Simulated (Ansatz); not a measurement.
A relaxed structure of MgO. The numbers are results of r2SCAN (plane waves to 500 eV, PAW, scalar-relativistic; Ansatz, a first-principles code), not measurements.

P-6m2 (No. 187), hP2, AFLOW prototype AB_hP2_187_d_a (B_h, as in WC); a = b = 2.9039 Å, c = 2.6507 Å, α = β = 90.00°, γ = 120.00°.

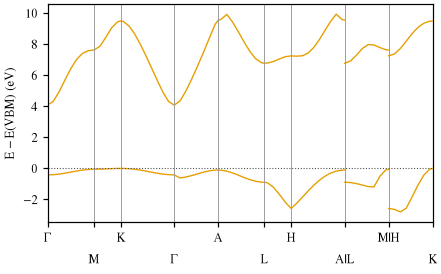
Fig. 1. Highest filled and lowest empty band along the path of this cell's Brillouin zone

Task: Read off the gap and say whether it is direct.

Result: 4.07 eV, indirect (valence top at K, conduction bottom at Γ) (no spin-orbit coupling).

Task: How far does the top valence band disperse along this path?

Result: About 2.8 eV.

No spin polarisation in the result.

The run could not lose the symmetry of its start; a randomly shaken copy of 4 atoms returns to this structure.

All atoms sit on sites fixed by symmetry, so only the cell could relax.

The first start was generated by placing the elements on the sites of a structure type. Materials Project lists a structure of MgO in the same space group, P-6m2 (No. 187); the sites were not compared with it, nor with measured phases. Known forms of MgO include space group No. 225.
